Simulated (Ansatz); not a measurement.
Na (bcc, W type), frozen-phonon scan

Relaxed Na (bcc, W type):

```
Na
1.0
   -4.22197     4.22197     4.22197
    0.00000     0.00000     4.22197
    0.00000     4.22197     0.00000
Na
2
Direct
  0.00000   0.00000   0.00000
  0.50000   0.00000   0.00000
```

The atoms are displaced by Q × the pattern below (from a DFPT mode at H = (0.5, 0.5, 0.5), largest move 1; Q in Å), at fixed cell. It is one choice among 3 degenerate patterns. (q is in reciprocal vectors of the primitive cell; the cell shown is doubled to hold the pattern.)

```
atom      x      y       z
----  -----  -----  ------
Na1   0.000  0.000  -1.000
Na2   0.000  0.000   1.000
```

These are r2SCAN (plane waves to 500 eV, PAW, scalar-relativistic; Ansatz, a quantum-chemistry and plane-wave program) values and carry that method's errors. k mesh 16×16×16 (Γ-centred), Fermi-Dirac smearing 0.05 eV. E stands for the smeared free energy. With partly filled bands, energies and forces of such displacements shift with the k mesh and the smearing. Na was relaxed with its symmetry unable to fall. ΔE is measured from the undisplaced structure.

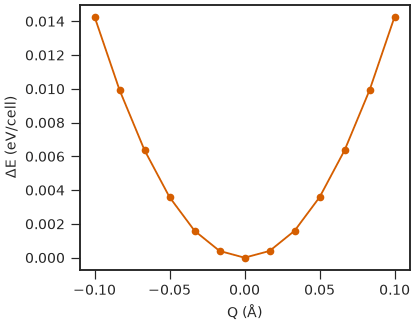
Figure: ΔE (eV/cell) against Q (Å); computed points joined by lines.

The energy at Q = 0.100 Å comes out as 14.3 meV/cell. Shape of the curve: a single well with its minimum at or next to zero displacement. Symmetry of the curve: even: the same for both signs. Space group of the distorted cell: P4/nmm (No. 129), lowered from Im-3m. Harmonic wavenumber from the curvature (finite differences): 130 cm⁻¹.

E″ = 2.87 eV/Å², M = Σ mᵢ|uᵢ|² = 46.0 u, ν̃ = 521.5·√(|E″|/M).

(A displaced cell: forces are minus the slopes of the energy, force constants its curvatures, and phonons follow from these.)
